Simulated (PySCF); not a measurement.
SMILES Cl[Si](Cl)([NH][GeH3])Cl, PBE0/def2-SVP optimised geometry. Atoms within 1.6 Å of the plane z = 1.5 Å (x, y, z in Å): Si1 (-1.73, -0.59, 0.00), Cl3 (-2.34, -1.56, 1.70), Cl4 (-2.53, 1.31, 0.00), N5 (-0.04, -0.59, 0.00), Ge6 (1.13, -1.31, 1.26), H8 (2.53, -0.99, 0.70), H9 (0.92, -2.82, 1.36), H10 (0.91, -0.64, 2.62).

Calculation: PBE0/def2-TZVP (PySCF). Cells within 0.4 Å of a nucleus heavier than hydrogen are left out (blank, or x).

Map of the electron localisation function on the plane z = 1.5 Å:

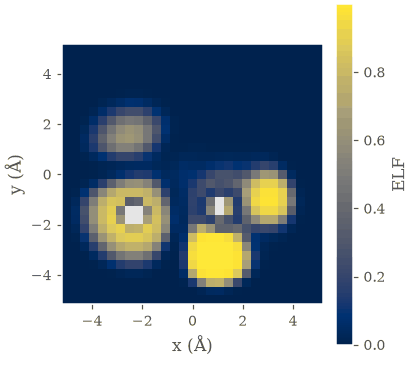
*Electron localisation function on the plane z = 1.5 Å.*
